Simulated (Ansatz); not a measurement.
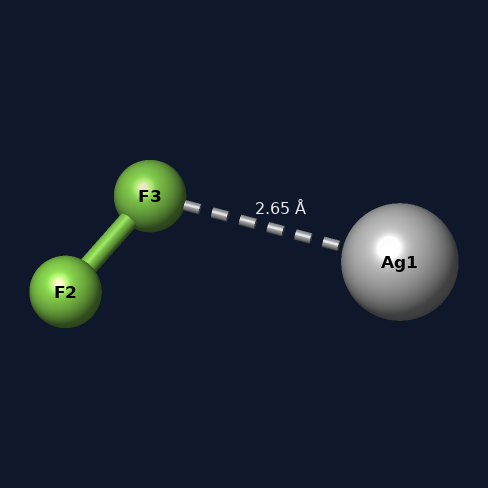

Two molecules or ions; the broken line marks their closest contact (measured against van der Waals radii). Charge +1, singlet. Geometry: a pair of rigid molecules at a changed separation. Program: Ansatz 0.2.0.

Which two species are they?

Ag and F2 (`FF.[Ag+]`).

Give the counterpoise-corrected interaction energy (kJ/mol, monomers kept as in the pair) with RHF-CCSD(T) (frozen core)/def2-TZVPPD; ωB97M-V/def2-TZVPPD.

```
                                level  interaction energy (kJ/mol)
RHF-CCSD(T) (frozen core)/def2-TZVPPD                        −15.5
                  ωB97M-V/def2-TZVPPD                        −19.3
```
